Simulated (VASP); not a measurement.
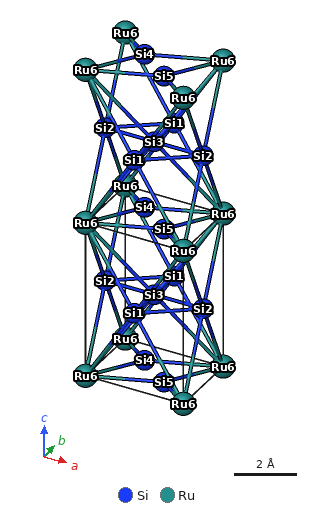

A crystal of Si5Ru (a generated structure, set up in P6/mmm), before the relaxation. The picture is a ball-and-stick view of the cell of the calculation, repeated 1 × 1 × 2 with one cell outlined, seen slightly off an axis.

The run lets cell and atoms move.

Computed with VASP, Kohn-Sham DFT of a periodic cell, PBE, VASP PAW PBE potentials, recommended.

Input
```
PREC = Accurate ; ENCUT = 600
EDIFF = 1E-6 ; ISMEAR = 0
SIGMA = 0.1 ; LREAL = F
LASPH = T ; NELM = 60
ALGO = Normal ; ISIF = 3
LWAVE = F ; LCHARG = F
GGA = PE ; IBRION = 2
NSW = 90 ; EDIFFG = -0.04
```

Run as
```bash
cat potpaw_PBE.64/Si/POTCAR potpaw_PBE.64/Ru_pv/POTCAR > POTCAR
mpirun -np 1 vasp_std > vasp.out
```

The structure:
```
Si Ru
1.0
     4.60021    0.00000    0.00000
    -2.30011    3.98390    0.00000
     0.00000    0.00000    5.16490
Si Ru
5 1
Direct
  0.50000 0.00000 0.50000
  0.00000 0.50000 0.50000
  0.50000 0.50000 0.50000
  0.33333 0.66667 0.00000
  0.66667 0.33333 0.00000
  0.00000 0.00000 0.00000
```

Predict the outcome.

Answer. Over 3 geometry steps the energy falls by 0.246 eV per cell of the calculation. All forces vanish by symmetry, so only the cell relaxes. The pressure goes from 0.21 to 0.08 GPa. The atoms keep their places relative to the cell (all moves are under 0.005 Å). The drawn cell changes as follows: a = b 4.600 → 4.712 Å (+2.4 %), c 5.165 → 4.718 Å (−8.7 %); the volume changes by −4.2 %. Near-neighbour distances that change, for instance: Si1–Ru6 3.458 → 3.334 Å, Si4–Ru6 2.656 → 2.720 Å, Si1–Si2 2.300 → 2.356 Å. The space group stays P6/mmm (No. 191).

The end point in the same view:

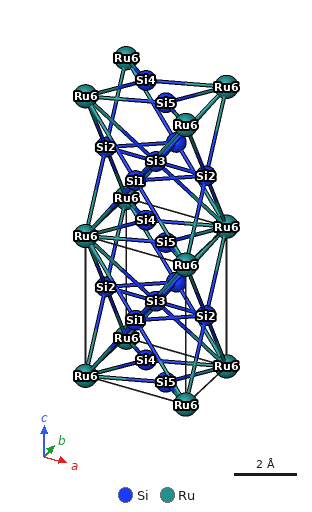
